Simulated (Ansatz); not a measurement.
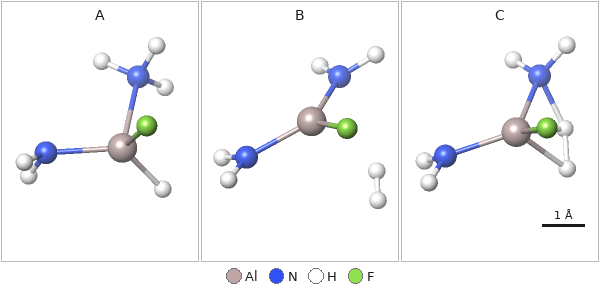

3 geometries from a converged minimum-energy path of AlN$_{2}$H$_{6}$F, made up at the start of AlN₂H₄F and H2, shuffled. The picture is a ball-and-stick view, seen at a tilt.

Computed with Ansatz 0.2.0, RKS PBE-D4/6-31G*. Set-up: 7 movable images; climbing image; force threshold 0.05 eV/Å; iteration limit 60; starting path through a guess of the saddle point.

One of them is the converged climbing image. Which?

C. In order along the path, whose images run from 0 to 8: B (image 3, +1.2 kcal/mol), C (image 5, +15.8 kcal/mol), A (image 7, −13.9 kcal/mol). Breaking: H–H (0.76 → 2.91 Å). Forming: Al–H (3.85 → 1.61 Å), H–N (2.62 → 1.03 Å).

Limits of the set-up: the start holds two separate molecules, 2.6 Å apart at their closest, whose relative position is a soft coordinate.
